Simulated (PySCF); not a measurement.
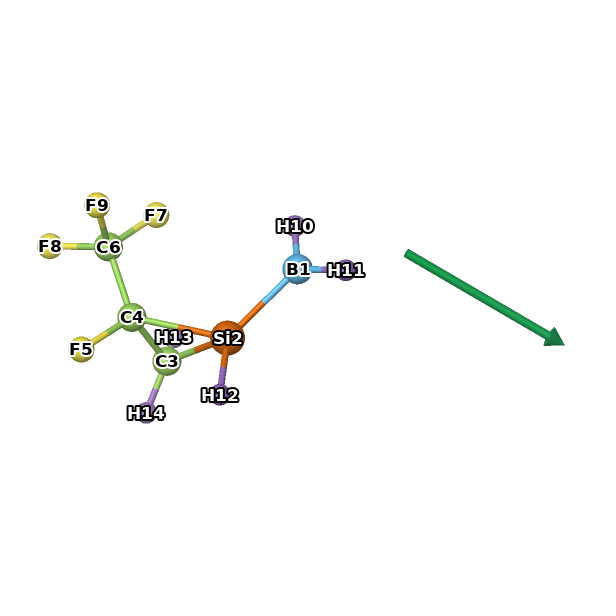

The arrow beside the molecule shows the direction of the dipole moment, from the negative to the positive end (its length means nothing). The geometry was computed by an optimisation with GFN2-xTB. No frequency run is at hand to confirm it as a minimum. Level of theory: PBE0/pcSseg-1, gas phase (PySCF 2.14.0).

**How large is the dipole moment?**

2.96 D; it points from the side of F8, F9 to the side of H11 (the outermost atoms at the two ends).

The geometry is semi-empirical. Around B, Si such bond lengths and angles can be off by a tenth of an ångström or more and by several degrees, and values that hang on the shape move with them.
